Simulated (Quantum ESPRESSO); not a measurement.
# Work function of Al(111) against the slab's thickness (PBEsol, Quantum ESPRESSO)

How thick must a slab of Al(111) be for a steady work function?

All values are computed: Quantum ESPRESSO 7.5, PBEsol, plane waves, scalar-relativistic unless marked; slabs or sheets with vacuum, the vacuum level from the planar mean of the electrostatic potential. 1×1 cells on a fixed bulk lattice, outer layers relaxed.

```
layers  thickness (Å)  work function (eV)
     4              7                4.10
     5            9.2                4.17
     6           11.6                4.14
     7           13.9                4.09
     8              ?                   ?
    10           20.8                4.09
```

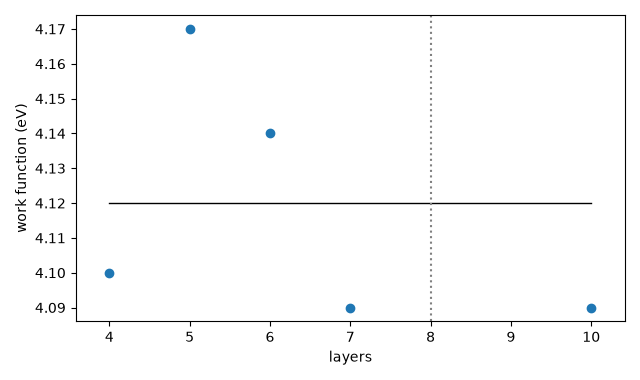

The shown rows (points), the fit (line) and the place of the withheld row (dotted).

**Fit.** The shown values lie within 0.05 eV of their mean, 4.12 eV, with no steady drift. The mean serves as the estimate. Confinement across the slab splits the bands into subbands, and the work function moves a little each time one crosses the Fermi level.

**The withheld row.** The prediction is the mean = 4.12 eV. The run gave thickness 16.1 Å, work function 4.14 eV. The miss in work function is +0.02 eV, within the scatter of the fitted rows.

The k-mesh adds scatter of its own.

[Logs are printed without paths, hosts, clocks, repeated set-up lines and the standing remarks that a program may print on its own settings, such as how far it seeks lower states.]
